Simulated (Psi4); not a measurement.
**Excited-state calculation, with input and output: MgNH2Cl**

System: MgNH2Cl, SMILES [NH2][Mg][Cl].
Method: TDDFT (BHLYP)/cc-pVDZ, RKS (Psi4 1.11).

The geometry comes from this level: PBE0-D4/def2-TZVP.

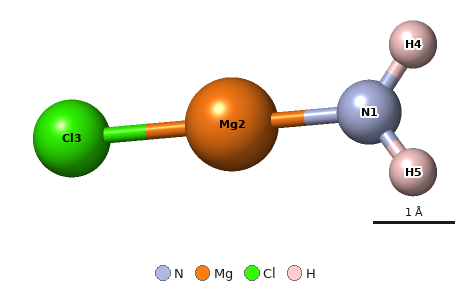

Fig. 1: The input geometry (ball-and-stick view, seen at a tilt; atoms are numbered from 1 in the order of the input). Sticks mark near contacts. Bond lengths as drawn: Cl–Mg 2.18 Å, H–N 1.01 Å and Mg–N 1.87 Å.

**The input (calc.dat)**
```python
memory 1600 MB

molecule molecule1 {
  N     -1.16728383     1.02914485    -0.84017224
  Mg     1.18013396    -1.06164814     0.78990552
  Cl     3.91607945    -3.49750511     2.68964719
  H     -1.48853727     2.87068296    -0.46884105
  H     -2.34609498     0.52024160    -2.24877409
  units bohr
  symmetry c1
}

set basis cc-pVDZ
set reference rks
set puream true
set scf_type pk
set dft_radial_points 99
set dft_spherical_points 590
set save_jk true

from psi4.driver.procrouting.response.scf_response import tdscf_excitations
result, w = energy("bhhlyp", return_wfn=True)
states = tdscf_excitations(w, states=4, tda=False)
```

Run on 1 thread of Intel Xeon @ 2.90GHz (Ice Lake), 192 GiB of memory available, shared host.

Launched with:
```bash
psi4 -n 1 calc.dat calc.out
```

**What the program printed**
```
Psi4 1.11 release

   => Loading Basis Set <=

    Name: CC-PVDZ
    Role: ORBITAL
    Keyword: BASIS

         ---------------------------------------------------------
                                   SCF
                              RKS Reference
                        1 Threads,   1525 MiB Core
         ---------------------------------------------------------

  ==> Geometry <==

    Molecular point group: c1
    Full point group: C1

    Geometry (in Bohr), charge = 0, multiplicity = 1:

       Center              X                  Y                   Z               Mass
    ------------   -----------------  -----------------  -----------------  -----------------
         N           -3.101805664674     2.762294477048    -2.153930790887    14.003074004430
         MG          -0.754387874674     0.671501487048    -0.523853030887    23.985041697000
         CL           1.981557615326    -1.764355482952     1.375888639113    34.968852682000
         H           -3.423059104674     4.603832587048    -1.782599600887     1.007825032230
         H           -4.280616814674     2.253391227048    -3.562532640887     1.007825032230

  Running in c1 symmetry.

  Rotational constants: A =     12.67104  B =      0.08385  C =      0.08330 [cm^-1]
  Rotational constants: A = 379868.27442  B =   2513.75438  C =   2497.22916 [MHz]
  Nuclear repulsion =  105.039113356277397

  Charge       = 0
  Multiplicity = 1
  Electrons    = 38
  Nalpha       = 19
  Nbeta        = 19

  ==> Algorithm <==

  SCF Algorithm Type is PK.
  DIIS enabled.
  MOM disabled.
  Fractional occupation disabled.
  Guess Type is SAD.
  Energy threshold   = 1.00e-06
  Density threshold  = 1.00e-06
  Integral threshold = 1.00e-12

  ==> Primary Basis <==

  Basis Set: CC-PVDZ
    Blend: CC-PVDZ
    Number of shells: 28
    Number of basis functions: 60
    Number of Cartesian functions: 63
    Spherical Harmonics?: true
    Max angular momentum: 2

  ==> DFT Potential <==

   => LibXC <=

    Version 7.1.2

   => Composite Functional: BHANDHLYP <=

    BHandHLYP Hyb-GGA Exchange-Correlation Functional

    Defined through Gaussian implementation.

    Deriv               =              1
    GGA                 =           TRUE
    Meta                =          FALSE

    Exchange Hybrid     =           TRUE
    MP2 Hybrid          =          FALSE

   => Exchange Functionals <=

    0.5000         Becke 88

   => Exact (HF) Exchange <=

    0.5000               HF

   => Correlation Functionals <=

    1.0000   Lee, Yang & Parr

   => LibXC Density Thresholds  <==

    XC_HYB_GGA_XC_BHANDHLYP:  1.00E-15

   => Molecular Quadrature <=

    Radial Scheme          =       TREUTLER
    Pruning Scheme         =           NONE
    Nuclear Scheme         =       TREUTLER

    Blocking Scheme        =         OCTREE
    BS radius alpha        =              1
    Pruning alpha          =              1
    Radial Points          =             99
    Spherical Points       =            590
    Total Points           =         278943
    Total Blocks           =           2105
    Max Points             =            256
    Max Functions          =             60
    Weights Tolerance      =       1.00E-15

  ==> Integral Setup <==

  Using in-core PK algorithm.
   Calculation information:
      Number of atoms:                   5
      Number of AO shells:              28
      Number of primitives:            137
      Number of atomic orbitals:        63
      Number of basis functions:        60

      Integral cutoff                 1.00e-12
      Number of threads:                 1

  Performing in-core PK
  Using 3350730 doubles for integral storage.
  We computed 74321 shell quartets total.
  Whereas there are 82621 unique shell quartets.

  ==> DiskJK: Disk-Based J/K Matrices <==

    J tasked:                  Yes
    K tasked:                  Yes
    wK tasked:                  No
    Memory [MiB]:              754
    Schwarz Cutoff:          1E-12

  Cached 100.0% of DFT collocation blocks in 0.381 [GiB].

  Minimum eigenvalue in the overlap matrix is 5.3105428290E-03.
  Reciprocal condition number of the overlap matrix is 1.1189099059E-03.
    Using symmetric orthogonalization.

  ==> Pre-Iterations <==

  SCF Guess: Superposition of Atomic Densities via on-the-fly atomic UHF (no occupation information).

   -------------------------
    Irrep   Nso     Nmo
   -------------------------
     A         60      60
   -------------------------
    Total      60      60
   -------------------------

  ==> Iterations <==

                        Total Energy        Delta E     RMS |[F,P]|

   @RKS iter SAD:  -715.54102354206930   -7.15541e+02   0.00000e+00
   @RKS iter   1:  -716.01717932000417   -4.76156e-01   1.29522e-02 ADIIS/DIIS
   @RKS iter   2:  -715.78378367838945    2.33396e-01   1.63297e-02 ADIIS/DIIS
   @RKS iter   3:  -716.29704837959605   -5.13265e-01   1.40196e-03 ADIIS/DIIS
   @RKS iter   4:  -716.30069300235596   -3.64462e-03   4.91535e-04 ADIIS/DIIS
   @RKS iter   5:  -716.30117003586599   -4.77034e-04   5.99719e-05 DIIS
   @RKS iter   6:  -716.30117904673841   -9.01087e-06   1.85516e-05 DIIS
   @RKS iter   7:  -716.30117995197691   -9.05238e-07   2.94458e-06 DIIS
   @RKS iter   8:  -716.30117998934486   -3.73680e-08   8.49143e-07 DIIS
  Energy and wave function converged.

  ==> Post-Iterations <==

   Electrons on quadrature grid:
      Ntotal   =   38.0000004326 ; deviation = 4.326e-07

    Orbital Energies [Eh]
    ---------------------

    Doubly Occupied:

       1A   -102.756132     2A    -47.694453     3A    -14.748144
       4A     -9.834427     5A     -7.482225     6A     -7.479944
       7A     -7.479847     8A     -3.388348     9A     -2.050004
      10A     -2.048802    11A     -2.044986    12A     -0.900002
      13A     -0.874929    14A     -0.506947    15A     -0.422381
      16A     -0.387632    17A     -0.356170    18A     -0.356005
      19A     -0.281707

    Virtual:

      20A     -0.019841    21A      0.021007    22A      0.037718
      23A      0.078505    24A      0.160538    25A      0.167958
      26A      0.189508    27A      0.197444    28A      0.225715
      29A      0.351142    30A      0.352619    31A      0.364059
      32A      0.393570    33A      0.419365    34A      0.554611
      35A      0.683905    36A      0.689150    37A      0.725857
      38A      0.762073    39A      0.828342    40A      0.864313
      41A      0.864340    42A      0.909713    43A      0.944254
      44A      0.954582    45A      0.988552    46A      0.998422
      47A      1.148754    48A      1.279885    49A      1.340497
      50A      1.438653    51A      1.602411    52A      1.778100
      53A      1.896361    54A      2.127577    55A      2.210836
      56A      2.300118    57A      2.377388    58A      2.584394
      59A      2.919680    60A      3.126012

    Final Occupation by Irrep:
              A
    DOCC [    19 ]
    NA   [    19 ]
    NB   [    19 ]

  @RKS Final Energy:  -716.30117998934486

   => Energetics <=

    Nuclear Repulsion Energy =            105.0391133562773973
    One-Electron Energy =               -1201.1630570986035309
    Two-Electron Energy =                 406.8312352956992299
    DFT Exchange-Correlation Energy =     -27.0084715427178814
    Empirical Dispersion Energy =           0.0000000000000000
    VV10 Nonlocal Energy =                  0.0000000000000000
    Total Energy =                       -716.3011799893448597

Computation Completed

Properties will be evaluated at   0.000000,   0.000000,   0.000000 [a0]

Properties computed using the SCF density matrix

 Multipole Moments:

 ------------------------------------------------------------------------------------
     Multipole            Electronic (a.u.)      Nuclear  (a.u.)        Total (a.u.)
 ------------------------------------------------------------------------------------

 L = 1.  Multiply by 2.5417464519 to convert [e a0] to [Debye]
 Dipole X            :          4.1226453           -4.7824906           -0.6598454
 Dipole Y            :         -3.6708010            4.2572598            0.5864588
 Dipole Z            :          2.8615550           -3.3187773           -0.4572222
 Magnitude           :                                                    0.9941740

 ------------------------------------------------------------------------------------

	total time  =         10 seconds =       0.17 minutes

******************************************************************************************
**********                               WARNING                                **********
**********       The names of excited state variables changed between 1.5       **********
**********     and 1.6. For a quick solution, remove the symmetry specifier     **********
**********   from the variable name. For full details, see 'Notes on Psivars'   **********
**********                        in the documentation.                         **********
******************************************************************************************

         ---------------------------------------------------------
                         TDSCF excitation energies
         ---------------------------------------------------------

  ==> Options <==

     Residual threshold  : 1.0000e-04
     Initial guess       : denominators
     Reference           : RHF
     Solver type         : RPA (Hamiltonian)

  ==> Requested Excitations <==

      4 singlet states with A symmetry

  ==> Seeking the lowest 4 singlet states with A symmetry

                        Generalized Hamiltonian Solver

  ==> Options <==

    Max number of iterations        = 60
    Eigenvector tolerance           = 1.0000e-04
    Max number of expansion vectors = 800

  => Iterations <=
                              Max[D[value]]     Max[|R|]   # vectors
  HamiltonianSolver iter   1:   2.39843e-01  9.67981e-02     16
  HamiltonianSolver iter   2:   4.11198e-03  1.97734e-02     24
  HamiltonianSolver iter   3:   9.56101e-05  4.23815e-03     32
  HamiltonianSolver iter   4:   3.54803e-06  1.05728e-03     40
  HamiltonianSolver iter   5:   1.57773e-07  2.92695e-04     48
  HamiltonianSolver iter   6:   5.91069e-09  6.32627e-05     52      Converged

******************************************************************************************
**********                               WARNING                                **********
**********  Length-gauge rotatory strengths are **NOT** gauge-origin invariant  **********
******************************************************************************************

                                    Excitation Energy         Total Energy        Oscillator Strength             Rotatory Strength
     #   Sym: GS->ES (Trans)        au              eV              au          au (length)    au (velocity)    au (length)    au (velocity)
    ---- -------------------- --------------- --------------- --------------- --------------- --------------- --------------- ---------------
     1        A->A (1 A)       0.15552         4.23204        -716.14566       0.0533          0.0879          0.0000          0.0000
     2        A->A (1 A)       0.20495         5.57688        -716.09623       0.0000          0.0000         -0.0000         -0.0000
     3        A->A (1 A)       0.23689         6.44607        -716.06429       0.0595          0.0617         -0.0000         -0.0000
     4        A->A (1 A)       0.23699         6.44878        -716.06419       0.0733          0.0867          0.0000          0.0000

Contributing excitations and de-excitations
Only contributions with abs(coeff) > 1.00e-01 will be printed:

Excited State    1 (1 A):   0.15552 au   292.97 nm f = 0.0533
  Sums of squares: Xssq =  1.001266e+00; Yssq =  1.266226e-03; Xssq - Yssq =  1.000000e+00
     19a  ->  20a    -0.987704 (97.556%)
     19a  ->  23a    -0.117951 ( 1.391%)

Excited State    2 (1 A):   0.20495 au   222.32 nm f = 0.0000
  Sums of squares: Xssq =  1.000105e+00; Yssq =  1.052252e-04; Xssq - Yssq =  1.000000e+00
     19a  ->  21a    -0.990089 (98.028%)

Excited State    3 (1 A):   0.23689 au   192.34 nm f = 0.0595
  Sums of squares: Xssq =  1.000375e+00; Yssq =  3.747167e-04; Xssq - Yssq =  1.000000e+00
     17a  ->  20a     0.983420 (96.711%)
     17a  ->  23a    -0.146771 ( 2.154%)

Excited State    4 (1 A):   0.23699 au   192.26 nm f = 0.0733
  Sums of squares: Xssq =  1.000456e+00; Yssq =  4.563613e-04; Xssq - Yssq =  1.000000e+00
     18a  ->  20a     0.981360 (96.307%)
     18a  ->  23a    -0.145351 ( 2.113%)

******************************************************************************************
**********                               WARNING                                **********
**********       The names of excited state variables changed between 1.5       **********
**********     and 1.6. For a quick solution, remove the symmetry specifier     **********
**********   from the variable name. For full details, see 'Notes on Psivars'   **********
**********                        in the documentation.                         **********
******************************************************************************************

    Psi4 run time: 0:00:25.19
```

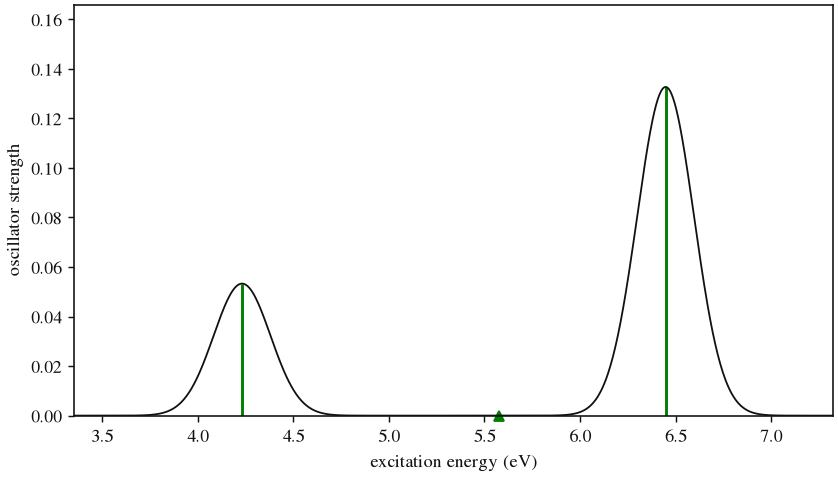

Fig. 2: Computed excitations as sticks (degenerate states added up, dark ones marked on the axis), with a Gaussian envelope of 0.35 eV full width at half maximum, scaled to the tallest. Of the 4 states the lowest lies at 4.23 eV (f = 0.053); the strongest line is at 6.45 eV, or 192 nm (f = 0.133, summed over 2 states that lie within 0.004 eV).

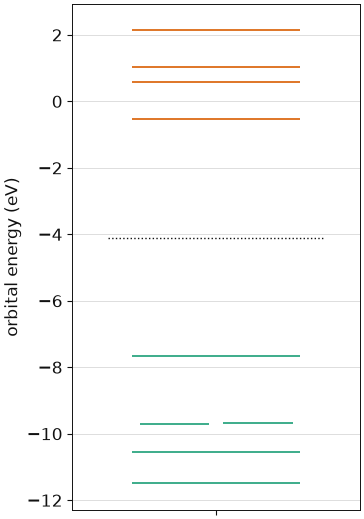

Fig. 3: Orbital energies near the frontier; the dotted line parts filled from empty levels, and levels within 0.02 eV of each other stand side by side. Highest filled −7.67 eV, lowest empty −0.54 eV, 7.13 eV apart.

**Summary**

| quantity | value |
| --- | --- |
| outcome | converged |
| total energy | −716.301180 hartree |
| basis functions | 60 |
| HOMO | −7.67 eV |
| LUMO | −0.54 eV |
| dipole moment | 2.53 D |
| lowest excitation | 4.23 eV |
| wall time | 27 s |
| peak memory | 0.77 GiB |
